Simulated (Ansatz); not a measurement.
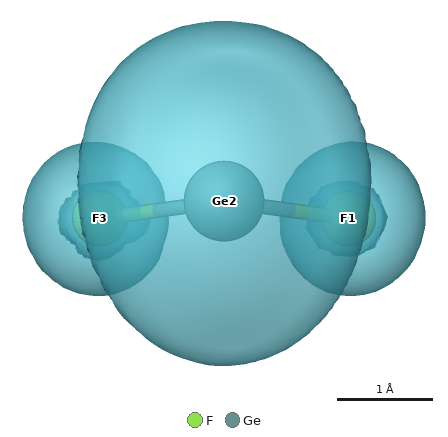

The picture shows: F2Ge (SMILES [F][Ge][F]). Isosurface of the electron localisation function at 0.75 (cyan), seen from one side. Core shells and regions of very low density are left out.

Geometry: PBE0-D4/def2-TZVP.

Method: isolated molecule in a Gaussian basis; Hartree-Fock in Ansatz.

Input

```
crystal:
  periodic: [false, false, false]
  atoms:
    - {symbol: F, position_ang: [-0.675900, -1.101800, -0.497500]}
    - {symbol: Ge, position_ang: [0.637500, -0.295200, 0.320200]}
    - {symbol: F, position_ang: [0.027600, 1.332100, 0.164100]}
basis:
  gaussian:
    orbitals: def2-SVP
hamiltonian:
  xc: hf
accuracy: high
output: {forces: true, orbitals: {seedname: orbitals}}
```

Command:

```sh
ansatz run in.yaml --threads 1 --pin off --max-ram 2610MiB --events-out events.jsonl --progress --plain --runs-dir runs
```

Describe the localisation domains.

Answer. At this value the surface marks out one lobe on Ge, pointing away from the bonds (lone pairs) and two regions wrapped around F (the valence shell of each). Along the contacts the grid gives the following. Ge–F (1.74 Å): the ELF peaks at about 0.80 in the valence shell of F, 0.5 Å from its nucleus, and is about 0.20 at the midpoint.
